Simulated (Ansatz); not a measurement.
# Single-point calculation, with input and output: SiH₅Br

The run: single-point calculation of SiH₅Br. Method and program: RKS PBE0-D4/def2-TZVPP (Ansatz 0.2.0).

The geometry is the product side of a reaction. The reaction was set up to form Si1–H7 and Br2–H6 and to break Si1–Br2 and H6–H7 (atoms counted from 1 in the order of the input); sticks are drawn by distance alone. The geometry comes from this level: PBE0-D4/def2-TZVP.

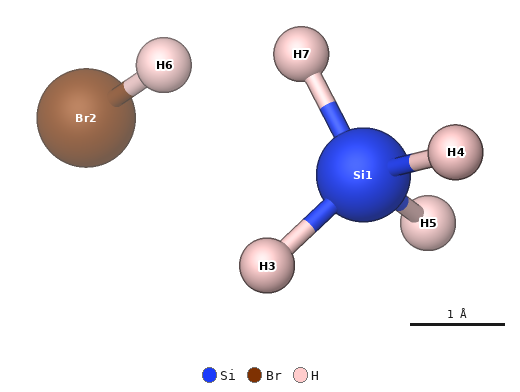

*The structure as given in the input (ball-and-stick view, seen at a tilt; atoms are numbered from 1 in the order of the input).*

Bond lengths as drawn: Br–H 1.42 Å and H–Si 1.48 to 1.49 Å.

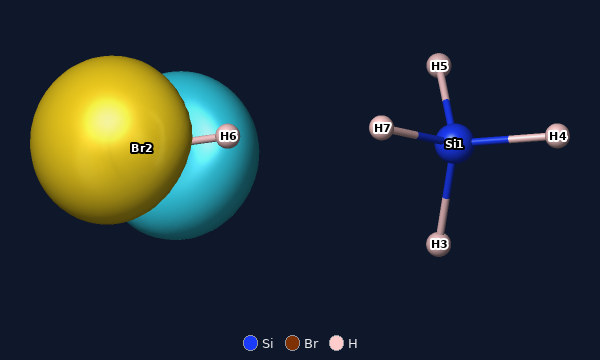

*The HOMO at ±0.15 Å⁻³ᐟ² (yellow and cyan are the two phases), seen from the side.*

Its energy is −8.70 eV.

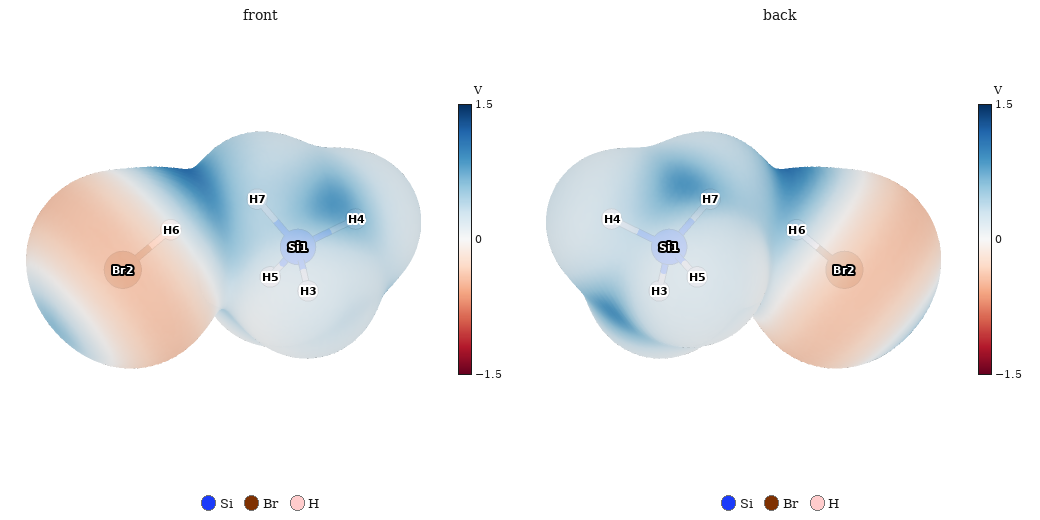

*The molecular electrostatic potential painted on the density surface at 0.001 e/bohr³, seen at a tilt and from behind; the colour scale runs from red (negative) to blue (positive).*

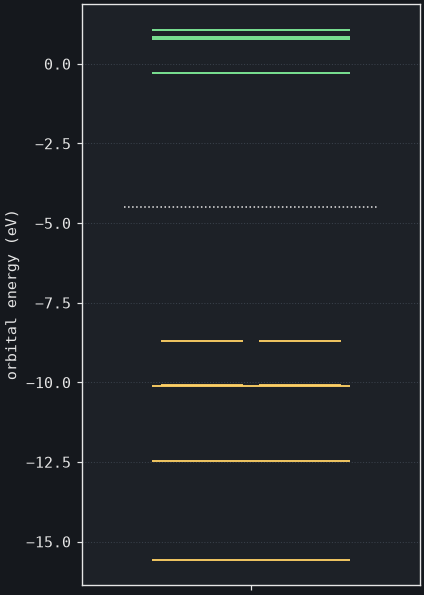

*Orbital energies near the frontier; the dotted line parts filled from empty levels, and levels within 0.02 eV of each other stand side by side.*

Highest filled −8.70 eV, lowest empty −0.28 eV, 8.42 eV apart.

These pictures come from the run below.

Input
```yaml
crystal:
  periodic: [false, false, false]
  atoms:
    - {symbol: Si, position_ang: [-0.779058, -0.251176, 0.633670]}
    - {symbol: Br, position_ang: [2.172142, 0.484745, -2.244551]}
    - {symbol: H, position_ang: [-1.608292, 0.240753, -0.493290]}
    - {symbol: H, position_ang: [-1.559398, -0.216114, 1.895177]}
    - {symbol: H, position_ang: [-0.315425, -1.632890, 0.358837]}
    - {symbol: H, position_ang: [1.681312, 0.738683, -0.932682]}
    - {symbol: H, position_ang: [0.408719, 0.636000, 0.782837]}
basis:
  gaussian: {orbitals: def2-TZVPP}
hamiltonian: {xc: pbe0, dispersion: d4}
output: {orbitals: {seedname: orbitals}}
```

Run as:
```bash
ansatz run in.yaml --threads 2 --pin off --events-out ev --progress --plain --max-ram 4352MiB
```

Log
```
Functional definition: PBE0
  name "PBE0"
  cite "Adamo & Barone, J. Chem. Phys. 110, 6158 (1999) doi:10.1063/1.478522"
  cite "Perdew, Burke & Ernzerhof, Phys. Rev. Lett. 77, 3865 (1996) doi:10.1103/PhysRevLett.77.3865"
  parent pbe
  parameter a = 0.25
  parameter kappa = 0.804
  parameter beta = 0.06672455060314922
  exchange = (1 - a)*pbe_x(kappa = kappa, mu = beta*pi^2/3) + a*exact_x
  correlation = pbe_c(beta = beta)
999 factors; their error is unknown
mean field evaluation 1: about -77992.9279 eV, gradient 1.1e1 eV
mean field evaluation 2: about -77993.1986 eV, gradient 4.7e0 eV
mean field evaluation 4: about -77993.2635 eV, gradient 3.1e-1 eV
mean field evaluation 8: about -77993.7173 eV, gradient 5.1e-2 eV
mean field -77993.71726465 eV, -2866.2162434356 hartree, gradient 7.6e-5 eV, S^2 0.000000; 0 other end points of the search recorded, 0 dependent functions left out
reference -77993.71729564 eV, -2866.2162445743 hartree; 27, 27 occupied and 133, 133 virtual orbitals, 999 factors
Total energy: -77993.78766795 eV, -2866.2188307092 hartree
```

Summary

```json
{"quantity": "outcome", "value": "converged"}
{"quantity": "total energy", "value": "−77993.7877 eV"}
{"quantity": "mean-field energy", "value": "−77993.7173 eV"}
{"quantity": "dispersion energy", "value": "−0.0704 eV"}
{"quantity": "SCF solution under orbital rotations", "value": "stable"}
{"quantity": "HOMO", "value": "−8.70 eV"}
{"quantity": "LUMO", "value": "−0.28 eV"}
{"quantity": "hardware", "value": "2 CPU threads, shared host"}
{"quantity": "wall time", "value": "0.85 s (CPU time 1.5 s)"}
{"quantity": "peak memory", "value": "0.34 GiB"}
```
